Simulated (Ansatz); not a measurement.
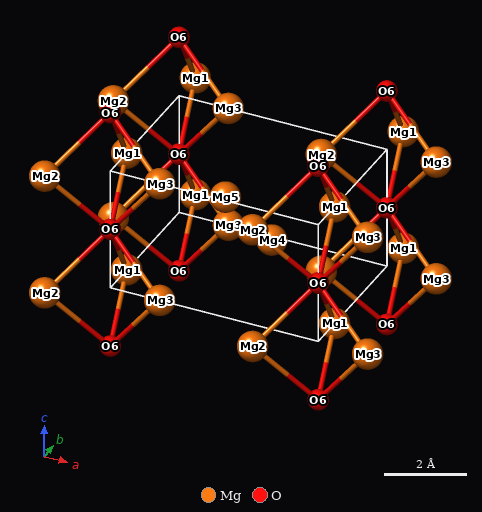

This is the input geometry for a relaxation of crystalline Mg5O (a generated structure, set up in P-62m) (coarse preliminary run). Style: ball-and-stick. Shown: the cell of the calculation, slightly off an axis.

These are results of Ansatz 0.2.0, DFT PBE, scalar-relativistic, plane waves, PAW, not measurements.

The input:
```yaml
crystal:
  lattice:
    - [7.0309743578, 0.0, 0.0]
    - [-3.5154871789, 6.0890024072, 0.0]
    - [0.0, 0.0, 2.9580215111]
  atoms:
    - { symbol: Mg, position: [0.0, 0.2374141463, 0.0] }
    - { symbol: Mg, position: [0.7625858537, 0.7625858537, 0.0] }
    - { symbol: Mg, position: [0.2374141463, 0.0, 0.0] }
    - { symbol: Mg, position: [0.6666666667, 0.3333333333, 0.5] }
    - { symbol: Mg, position: [0.3333333333, 0.6666666667, 0.5] }
    - { symbol: O, position: [0.0, 0.0, 0.5] }
basis:
  ecutwfc: 420
kpoints:
  mp_grid: { grid: [3, 3, 6] }
hamiltonian:
  xc: pbe
scf:
  occupations: { method: gaussian, width: 0.1 }
  lower_state_search: "off"
output:
  forces: true
  stress: true
  eigenvalues: true
relax:
  adjacent_minimum: "off"
  f_tol: 0.04
  max_steps: 70
  cell: { stress_tol: 0.4 }
```

Command:
```bash
ansatz run input.yaml --threads 1 --pin off --max-ram 2560MiB --backend cpu --events-out ev --progress --plain --runs-dir out
```

Where does the relaxation end?

Answer. The largest moves relative to the cell, 0.006 Å, are those of Mg1, Mg2 and Mg3. Mg2 goes along [1 1 0]. O stays in place. Cell: a = b 7.031 → 7.055 Å (+0.3 %), c 2.958 → 2.943 Å (−0.5 %). Volume +0.2 %. Some distances before and after: Mg1–O6 2.230 → 2.225 Å. The space group stays P-62m (No. 189). Over 2 accepted moves (3 points after the start) the energy falls by 0.4 meV per atom. Largest force component: 0.034 eV/Å at the start, 0.0039 eV/Å at the end. The pressure goes from −0.09 to −0.01 GPa. The SCF was repeated once at an unchanged geometry on a basis and grid sized afresh for the cell, which shifted the energy by less than 0.05 meV per atom at most.

Final geometry:

```
CELL_PARAMETERS angstrom
7.05547 0.00000 0.00000
-3.52774 6.11022 0.00000
0.00000 0.00000 2.94311
ATOMIC_POSITIONS crystal
Mg 0.00000 0.23659 0.00000
Mg 0.76341 0.76341 0.00000
Mg 0.23659 0.00000 0.00000
Mg 0.66667 0.33333 0.50000
Mg 0.33333 0.66667 0.50000
O 0.00000 0.00000 0.50000
```
